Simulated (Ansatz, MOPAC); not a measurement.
Bond stretch in GaB, lowest singlet found (which spin is the ground state isn't settled by this scan).

Computed with: AM1, restricted, heats of formation (MOPAC); RHF/aug-cc-pVDZ (Ansatz, an electronic-structure program); RCCSD = CCSD on RHF/aug-cc-pVDZ, cores with 3d frozen (Ansatz).

Energies are in mEh, each relative to the lowest point of its own curve between 2.34 and 3.02 Å, where full CI is lowest.

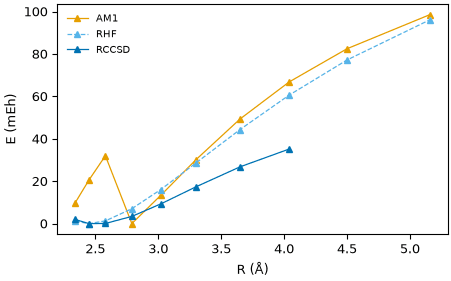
*Energy against bond length for each method.*

| R / Å | AM1 | RHF | RCCSD |
|---|---|---|---|
| 2.34 | 9.8 | 1.1 | 1.9 |
| 2.45 | 20.6 | 0.0 | 0.0 |
| 2.58 | 32.0 | 1.3 | 0.1 |
| 2.79 | 0.0 | 7.0 | 3.4 |
| 3.02 | 13.3 | 16.1 | 9.3 |
| 3.30 | 30.2 | 28.6 | 17.3 |
| 3.65 | 49.3 | 44.4 | 26.8 |
| 4.04 | 66.8 | 60.6 | 35.1 |
| 4.50 | 82.4 | 77.1 | — |
| 5.16 | 98.6 | 96.1 | — |

At the longest distance, 5.16 Å, AM1 lies highest above its minimum (98.6 mEh) and RHF lowest (96.1 mEh).

Dashes: no converged value, or the column stops at the first point that the program doubted or that broke a chosen test of continuity, which isn't proof of a fault.

The scan ran from 1.49 to 6.98 Å; beyond the distances shown full CI changes its symmetry label. The restricted form behind AM1, RHF keeps the bonding electrons paired and can't separate into open-shell fragments. The T1 diagnostic of CCSD on the restricted reference of RCCSD exceeds 0.045 at 4.04 to 5.16 Å.
